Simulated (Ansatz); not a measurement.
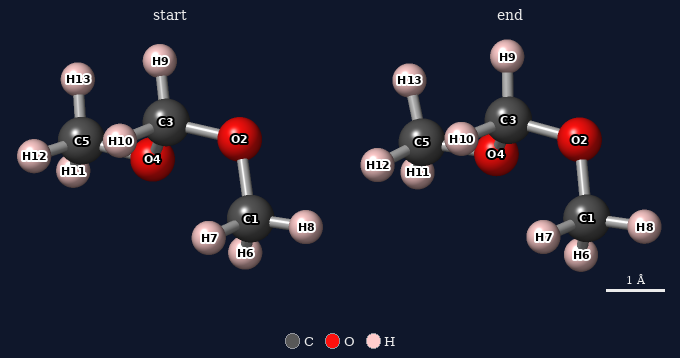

The structure of C3H8O2 (coarse preliminary run) before (left) and after (right) a relaxation, at one scale.

Style: ball-and-stick. Shown from a free direction.

The start comes from a force field.

All numbers below come from RKS PBE-D4/def2-SVP (Ansatz). (force threshold 0.03 eV/Å; at most 200 steps)

**Summarise the run.**

The energy falls by 16.2 kJ/mol in 4 accepted moves (5 points after the start). Largest force component: 1.4 eV/Å at the start, 0.022 eV/Å at the end. The line search rejected the trial step at point 2 of the run. The largest move after the best rigid fit is that of H12, 0.18 Å. Largest moves by element: H 0.18 Å, O 0.12 Å, C 0.07 Å. Near-neighbour distances that change, for instance: C1–H8 1.068 → 1.107 Å, C5–H12 1.083 → 1.119 Å, C5–H13 1.087 → 1.119 Å, C1–O2 1.442 → 1.418 Å. Bond angles that change, for instance: O4–C3–H9 105.7° → 111.0°, O2–C3–H9 111.2° → 106.7°, O2–C1–H6 108.2° → 111.8°.
